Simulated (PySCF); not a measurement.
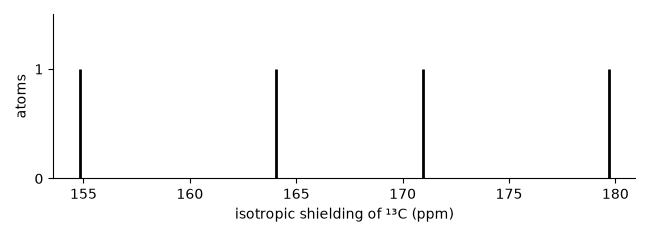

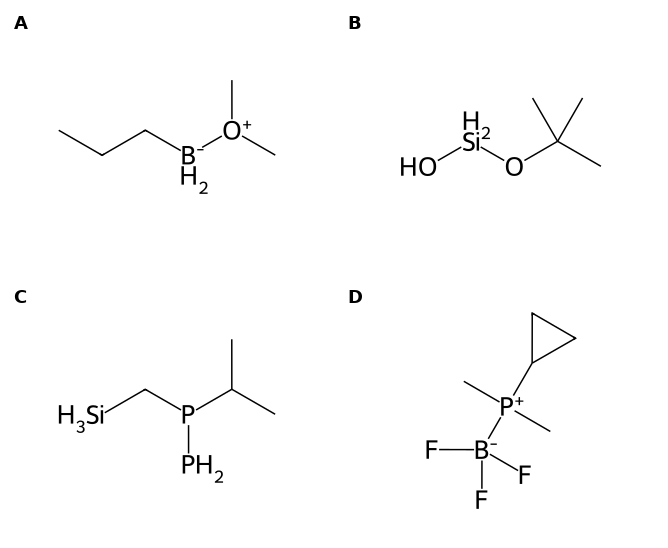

The sticks are computed shieldings of one of the molecules, for one fixed geometry (GFN2-xTB) without averaging over rotations. Low shielding means a high chemical shift. Method: GIAO PBE0/pcSseg-1 NMR shielding, non-relativistic, gas phase (PySCF 2.14.0).

**Match the spectrum to a structure.**

C, `CC(C)P(P)C[SiH3]`. Its 4 C atoms give lines at 154.8, 164.0, 171.0, 179.7 ppm.

The geometry is semi-empirical. Around B, P, Si such bond lengths and angles can be off by a tenth of an ångström or more and by several degrees, and values that hang on the shape move with them.
